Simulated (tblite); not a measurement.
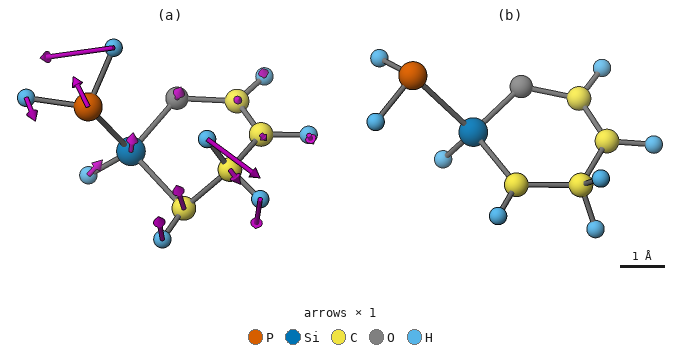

The structure of C4H8OPSi (multiplicity 2) before (left) and after (right) a relaxation, at one scale. The purple arrows give the displacements, at their true length.

A ball-and-stick model, seen at a tilt.

All numbers below come from GFN2-xTB geometry optimisation, gas phase (tblite). 

**Describe what moved and what it gained.**

The atom that moves furthest after the best rigid fit is an H atom (2.22 Å). By element the largest moves are H 2.22 Å, C 0.88 Å, P 0.81 Å, Si 0.54 Å, O 0.45 Å. Among the contacts that change: O–Si 1.741 → 1.642 Å, H–P 1.475 → 1.384 Å, H–P 1.442 → 1.383 Å, C–C 1.536 → 1.479 Å. Bond angles that change, for instance: Si–P–H 112.6° → 92.9°, Si–C–C 100.9° → 119.4°, Si–P–H 108.8° → 94.4°. The energy falls by 1.457 eV in 145 geometry steps.
